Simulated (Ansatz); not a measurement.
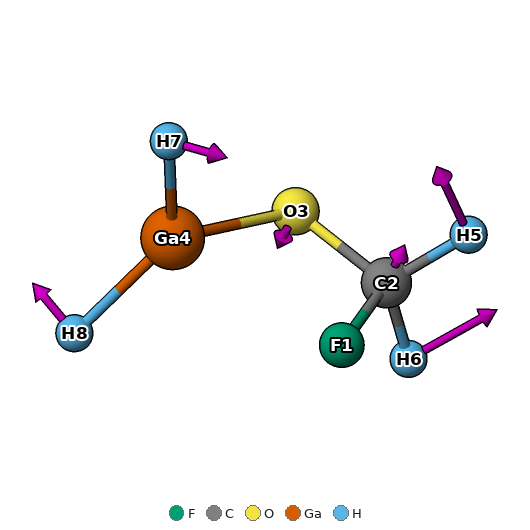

The arrows show one normal mode. Harmonic vibrations computed with RKS PBE0-D4/def2-TZVP (Ansatz 0.2.0) at a stationary point of the same level. It is a saddle point of order 1.

**Describe the motion.**

A torsion or out-of-plane motion in which bond lengths and bond angles hardly change.

**Estimate its harmonic wavenumber.**

52i cm⁻¹; it is mode 1 of 18 counted from the lowest.
